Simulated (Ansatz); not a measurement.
# Single-point calculation of SiH₅O₂ (charge +1)

SiH₅O₂, charge +1, computed with RKS PBE0-D4/def2-TZVPP (Ansatz 0.2.0).

The geometry comes from this level: PBE0-D4/def2-TZVP.

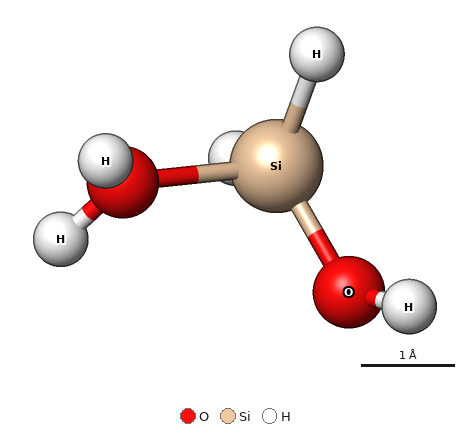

*The structure as given in the input (ball-and-stick view, seen at a tilt).*

Bond lengths as drawn: H–O 0.96 to 0.97 Å, H–Si 1.46 to 1.47 Å and O–Si 1.59 to 1.84 Å.

## Summary

| quantity | value |
| --- | --- |
| outcome | converged |
| total energy | −12042.0416 eV |
| mean-field energy | −12041.9696 eV |
| dispersion energy | −0.0720 eV |
| SCF solution under orbital rotations | stable |
| HOMO | −15.04 eV |
| LUMO | −5.86 eV |
| hardware | 2 threads of Intel Xeon @ 2.50GHz, 11 GiB of memory available, shared host |
| wall time | 2.2 s (CPU time 4.1 s) |
| peak memory | 0.33 GiB |

## Input
```yaml
crystal:
  periodic: [false, false, false]
  atoms:
    - {symbol: O, position_ang: [-1.423611, 0.094123, -0.777917]}
    - {symbol: Si, position_ang: [-0.207983, 0.665433, 0.079898]}
    - {symbol: O, position_ang: [0.844003, -0.774066, 0.521849]}
    - {symbol: H, position_ang: [-1.500938, 0.098345, -1.735300]}
    - {symbol: H, position_ang: [0.813515, 1.453653, -0.622670]}
    - {symbol: H, position_ang: [-0.632959, 1.028569, 1.431919]}
    - {symbol: H, position_ang: [1.559496, -1.107712, -0.040732]}
    - {symbol: H, position_ang: [0.548477, -1.458343, 1.142954]}
basis:
  gaussian: {orbitals: def2-TZVPP}
total_charge: 1
hamiltonian: {xc: pbe0, dispersion: d4}
output: {orbitals: {seedname: orbitals}}
```

Launched with:
```bash
ansatz run in.yaml --threads 2 --pin off --events-out ev --progress --plain --max-ram 4352MiB
```

## What the program printed
```
Functional definition: PBE0
  name "PBE0"
  cite "Adamo & Barone, J. Chem. Phys. 110, 6158 (1999) doi:10.1063/1.478522"
  cite "Perdew, Burke & Ernzerhof, Phys. Rev. Lett. 77, 3865 (1996) doi:10.1103/PhysRevLett.77.3865"
  parent pbe
  parameter a = 0.25
  parameter kappa = 0.804
  parameter beta = 0.06672455060314922
  exchange = (1 - a)*pbe_x(kappa = kappa, mu = beta*pi^2/3) + a*exact_x
  correlation = pbe_c(beta = beta)
888 factors; their error is unknown
mean field evaluation 1: about -12026.0906 eV, gradient 1.0e2 eV
mean field evaluation 2: about -11994.9597 eV, gradient 1.6e2 eV
mean field evaluation 4: about -12041.6738 eV, gradient 1.4e1 eV
mean field evaluation 8: about -12041.9696 eV, gradient 2.2e-1 eV
mean field -12041.96960983 eV, -442.5342208211 hartree, gradient 2.6e-5 eV, S^2 0.000000; 0 other end points of the search recorded, 0 dependent functions left out
reference -12041.96963707 eV, -442.5342218221 hartree; 17, 17 occupied and 157, 157 virtual orbitals, 888 factors
Total energy: -12042.04164144 eV, -442.5368679339 hartree
```

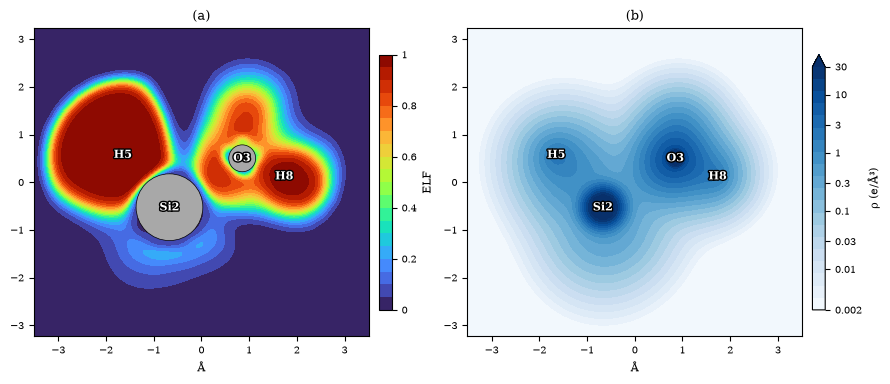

*(a) electron localisation function; (b) electron density on the plane of atoms O3, Si2 and H5. Grey discs, where drawn, cover atomic cores.*

Si–H (1.47 Å): ρ at the midpoint is about 0.88 e/Å³; the ELF climbs to about 1 towards the hydrogen.

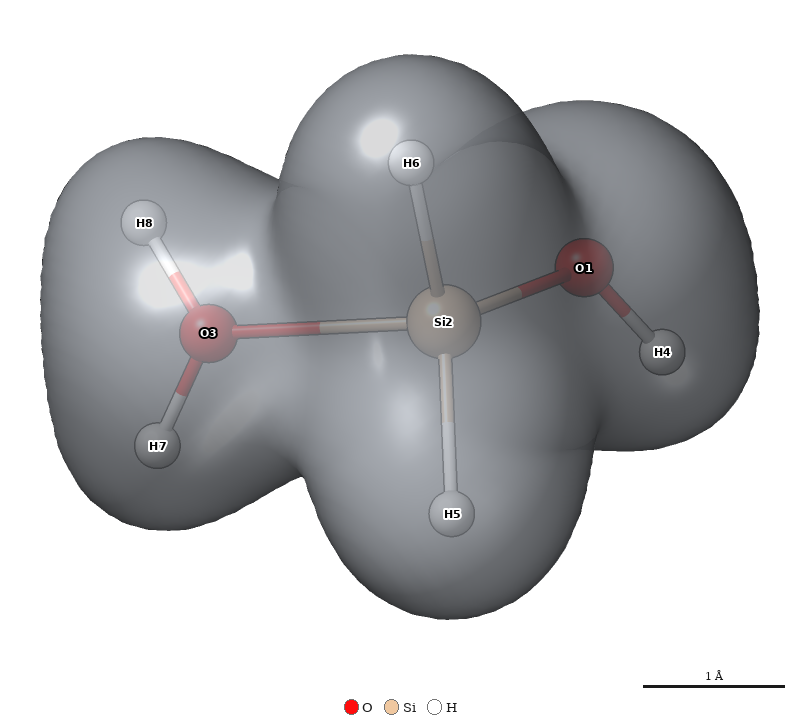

*Isosurface of the electron density at 0.1 e/Å³ (grey), seen from the side.*

At this value the surface is in one piece. On the grid the lowest density along these lines, outside the cores, is 1.1 e/Å³ (Si–O, 1.59 Å), 2.4 e/Å³ (O–H, 0.96 Å), 0.56 e/Å³ (Si–O, 1.84 Å) and 0.89 e/Å³ (Si–H, 1.46 Å).

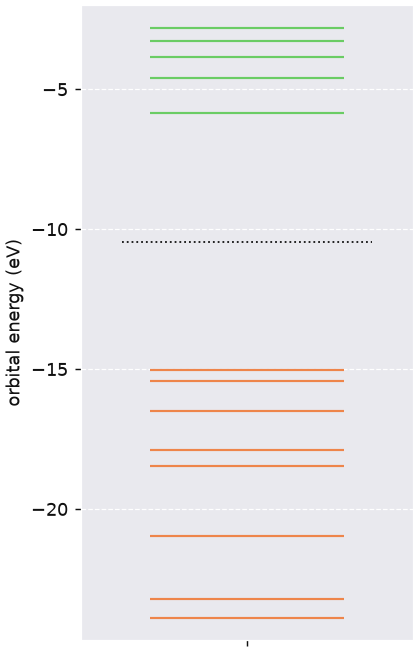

*Orbital energies near the frontier; the dotted line parts filled from empty levels, and levels within 0.02 eV of each other stand side by side.*

Highest filled −15.04 eV, lowest empty −5.86 eV, 9.18 eV apart.
